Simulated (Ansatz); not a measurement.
# CH$_{6}$ClFSi$_{2}$ (SMILES C[SiH](Cl)[SiH2]F): what the fields show

```xyz
11

C    -1.2493   -0.8014    0.9468
Si    0.3856    0.0594    0.7206
Cl    1.9321   -1.2750    1.0748
Si    0.7738    0.7863   -1.4745
F    -0.3836    1.8063   -1.9316
H    -1.3455   -1.6436    0.2588
H    -1.3489   -1.1741    1.9686
H    -2.0666   -0.1013    0.7527
H     0.5355    1.1662    1.7013
H     2.0771    1.4897   -1.5881
H     0.7553   -0.3696   -2.4091
```

Geometry: PBE0-D4/def2-TZVP.

All numbers below come from RKS PBE0-D4/def2-TZVPP in Ansatz.

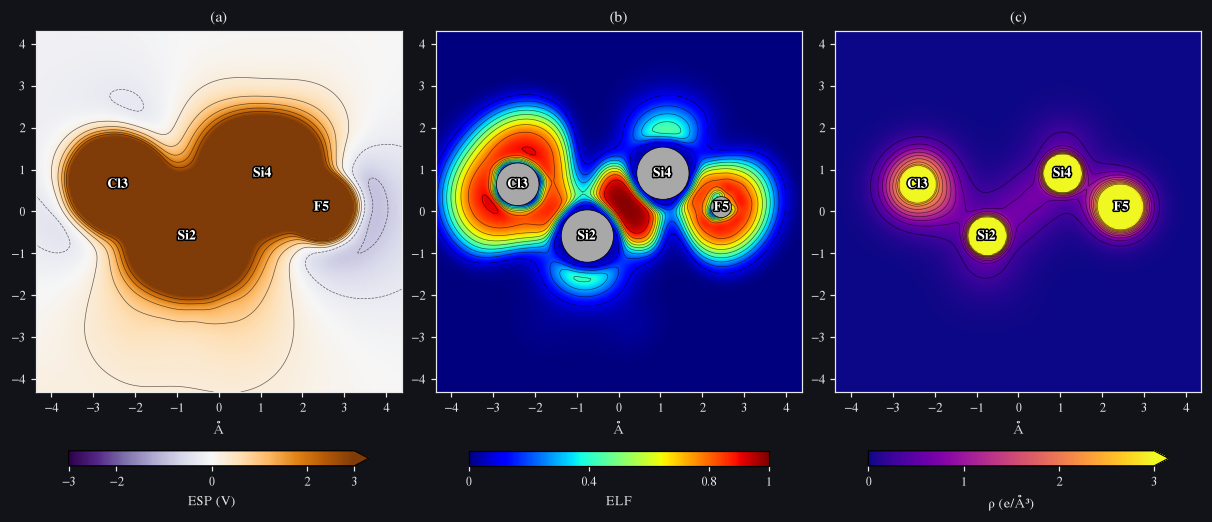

Figure 1. (a) molecular electrostatic potential; (b) electron localisation function; (c) total electron density on the plane of atoms Si2, Si4 and F5. Grey discs cover the atomic cores in the ELF map.

What do the fields say about this system?

- Atoms in the plane: Si, Cl and F.
- Si–F (1.61 Å): ρ is about 1.1 e/Å³ halfway; the ELF peaks at about 0.85 in the valence shell of F, 0.6 Å from its nucleus, and is about 0.50 at the midpoint.
- Si–Cl (2.07 Å): ρ at the midpoint is about 0.87 e/Å³; the ELF peaks at about 0.85 between the atoms; a polar covalent bond.
- Si–Si (2.34 Å): ρ at the midpoint is about 0.67 e/Å³; the ELF peaks at about 1 between the atoms; a shared electron pair.
- The ELF also peaks beside F5 and Cl3, away from the bonds: lone-pair regions.
- Outside the dense part of the molecule the potential is most negative (−0.9 V) near F5.

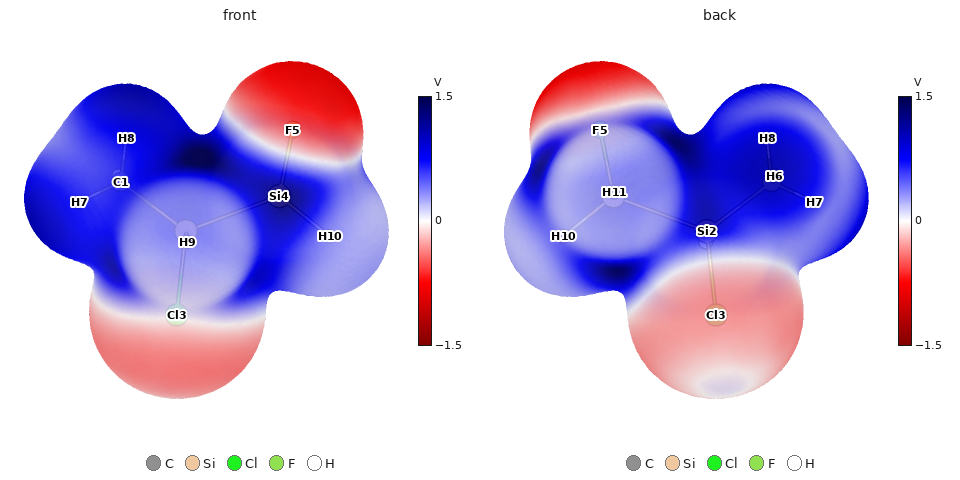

Figure 2. The molecular electrostatic potential painted on the density surface at 0.002 e/bohr³, seen from the front and from behind; red is negative and blue positive.

Describe the electrostatic potential map.

The most negative region (about −0.9 V, or −21 kcal/mol for a unit charge) lies over F5, the most positive (about +1.4 V, or +32 kcal/mol for a unit charge) over Si2 and Si4.

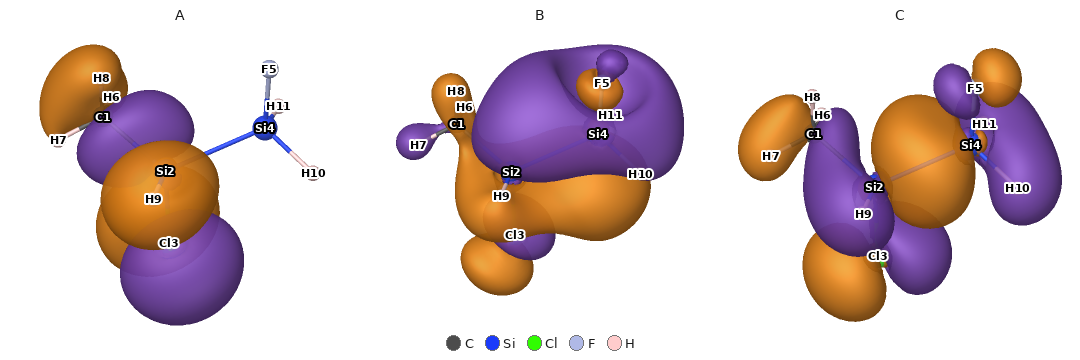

Figure 3. Three frontier orbitals at ±0.06 Å⁻³ᐟ² (orange and purple are the two phases), in no order.

Which picture is the HOMO−1, the HOMO and the LUMO?

A is the HOMO−1 (−8.92 eV). By Hirshfeld shares it lies mainly on Cl3 (about 55 %), Si2 (about 15 %), C1 (about 15 %) and H9 (about 10 %). C is the HOMO (−8.02 eV). By Hirshfeld shares it lies mainly on Si4 (about 25 %), Si2 (about 25 %) and Cl3 (about 20 %). B is the LUMO (−0.89 eV). It lies mainly on Si4 (about 40 %), Si2 (about 25 %), Cl3 (about 10 %) and F5 (about 5 %).

What is the HOMO–LUMO gap?

7.13 eV between the orbital energies.

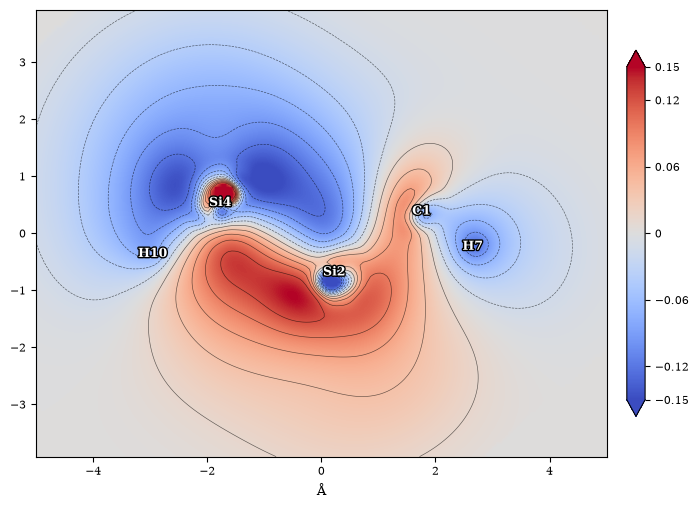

Figure 4. The LUMO on the plane of atoms Si2, C1 and H7 (values in Å⁻³ᐟ²; the overall sign is arbitrary).

What is the character of this orbital?

It lies mainly on Si4 (about 40 %), Si2 (about 25 %), Cl3 (about 10 %) and F5 (about 5 %). Its energy is −0.89 eV.
